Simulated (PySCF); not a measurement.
**What a change does: NMR shielding calculation on HF2**

System: HF2, charge −1.
Method of run A: GIAO PBE/pcSseg-2 NMR shielding, non-relativistic, gas phase (PySCF 2.14.0).

The geometry comes from this level: PBE0-D3(BJ)/def2-SVP. Text and figures count atoms from 1; the logs count them from 0 in places.

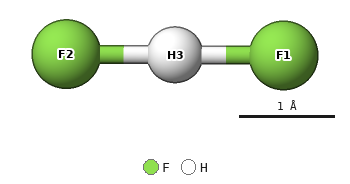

The structure (ball-and-stick view, seen at a tilt; atoms are numbered from 1 in the order of the input).

## Input, run A
```
{"job": {"kind": "nmr", "xc": "PBE", "basis": "pcSseg-2", "pop": false}, "charge": -1, "multiplicity": 1}
F      0.000000    -0.000000    -1.143800
F     -0.000000     0.000000     1.143653
H      0.000000     0.000000     0.000146
```

The first line tells a small driver script what to run in PySCF; the rest is the geometry in Å.

Hardware: 2 threads of Arm Neoverse V1, 24 GiB of memory available, shared host.

## Output (run A)
```
coarse grid: 2792 points
cycle   1  E = -200.1190065996  dE = -7.485e-02  |g| = 9.452e-01  |ddm| = 7.485e-01
cycle   2  E = -199.7181043001  dE =  4.009e-01  |g| = 1.917e+00  |ddm| = 1.211e+00
cycle   3  E = -200.2625794156  dE = -5.445e-01  |g| = 2.985e-02  |ddm| = 7.808e-01
cycle   4  E = -200.2626697539  dE = -9.034e-05  |g| = 1.080e-02  |ddm| = 1.448e-02
cycle   5  E = -200.2626868531  dE = -1.710e-05  |g| = 2.111e-03  |ddm| = 5.825e-03
cycle   6  E = -200.2626873426  dE = -4.895e-07  |g| = 1.144e-03  |ddm| = 9.893e-04
final grid: 28584 points
cycle   7  E = -200.2645351861  dE = -8.859e-05  |g| = 6.273e-03  |ddm| = 1.785e-02
cycle   8  E = -200.2645249062  dE =  1.028e-05  |g| = 1.065e-02  |ddm| = 5.910e-03
cycle   9  E = -200.2645404149  dE = -1.551e-05  |g| = 1.063e-03  |ddm| = 4.031e-03
cycle  10  E = -200.2645404824  dE = -6.756e-08  |g| = 7.339e-04  |ddm| = 5.701e-04
cycle  11  E = -200.2645405578  dE = -7.537e-08  |g| = 6.598e-05  |ddm| = 2.781e-04
cycle  12  E = -200.2645405584  dE = -6.038e-10  |g| = 9.564e-06  |ddm| = 2.844e-05
converged SCF energy = -200.2645405584

GIAO shielding tensors (ppm)
atom      isotropic    diamagn.    paramagn.     s11        s22        s33       span
  0 F      395.460     476.956     -81.496    351.063    351.063    484.256    133.193
  1 F      395.426     476.953     -81.527    351.011    351.011    484.257    133.245
  2 H       14.148      17.816      -3.668     -4.124     -4.124     50.692     54.816
```

For run B the input was changed thus:
```diff
-"xc": "PBE"
+"xc": "PBE0"
```

Predict how the results change.

The total energies belong to different methods, so their difference says nothing on which is more stable or more accurate. The HOMO goes from −0.50 to −2.60 eV. The LUMO goes from 7.34 to 8.08 eV. Of all shieldings, the largest change is that of F1 and F2, by +3.6 ppm. The functional changes from PBE to PBE0. Exact exchange removes part of the self-interaction error of semilocal functionals, which pushes filled and empty levels apart. The SCF takes 11 iterations against 12.

## Output (run B)
```
coarse grid: 2792 points
cycle   1  E = -200.1328769646  dE = -1.895e-01  |g| = 8.702e-01  |ddm| = 7.459e-01
cycle   2  E = -200.0095332664  dE =  1.233e-01  |g| = 1.317e+00  |ddm| = 8.945e-01
cycle   3  E = -200.2549896247  dE = -2.455e-01  |g| = 2.931e-02  |ddm| = 4.897e-01
cycle   4  E = -200.2550851579  dE = -9.553e-05  |g| = 7.261e-03  |ddm| = 9.955e-03
cycle   5  E = -200.2550923042  dE = -7.146e-06  |g| = 7.653e-04  |ddm| = 2.989e-03
final grid: 28584 points
cycle   6  E = -200.2572975037  dE = -5.599e-05  |g| = 3.757e-03  |ddm| = 1.316e-02
cycle   7  E = -200.2572964532  dE =  1.051e-06  |g| = 4.714e-03  |ddm| = 2.899e-03
cycle   8  E = -200.2572993892  dE = -2.936e-06  |g| = 2.819e-04  |ddm| = 1.694e-03
cycle   9  E = -200.2572993969  dE = -7.711e-09  |g| = 8.858e-05  |ddm| = 1.171e-04
cycle  10  E = -200.2572993975  dE = -5.861e-10  |g| = 5.970e-05  |ddm| = 4.729e-05
cycle  11  E = -200.2572993980  dE = -4.903e-10  |g| = 4.709e-06  |ddm| = 2.102e-05
converged SCF energy = -200.2572993980

GIAO shielding tensors (ppm)
atom      isotropic    diamagn.    paramagn.     s11        s22        s33       span
  0 F      399.068     476.831     -77.763    356.408    356.408    484.387    127.979
  1 F      399.039     476.827     -77.788    356.364    356.364    484.388    128.024
  2 H       13.363      17.192      -3.829     -5.028     -5.028     50.144     55.172
```

## The two runs side by side

```tsv
quantity	run A	run B
outcome	converged	converged
total energy (hartree)	−200.264541	−200.257299
HOMO (eV)	−0.50	−2.60
LUMO (eV)	7.34	8.08
shielding of F1 (ppm)	395.5	399.1
shielding of F2 (ppm)	395.4	399.0
shielding of H3 (ppm)	14.1	13.4
SCF iterations	12	11
basis functions	86	86
wall time (shared host)	1.1 s	1 s
```
